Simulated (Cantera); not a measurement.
Feed: 1 mol Si, 9.6 mol F2, 22 mol H2, at 1330 Pa.

Cantera equilibrium calculation (NASA polynomials, part measured and part estimated; ideal gas, pure solids and liquids). Candidate condensed phases: Si; 25 gas species. The tables' values for SiF3, SiF2 are old estimates; treat these amounts as uncertain. Equilibrium is a limit: real reactors are often held back by kinetics, nucleation or transport.

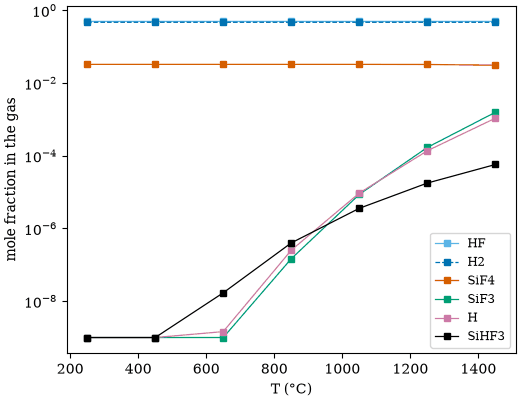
*Equilibrium gas composition (values under 1e-9 drawn at 1e-9)*

From 250 °C to 1450 °C nothing is condensed. The main Si-bearing gas is SiF4 throughout.
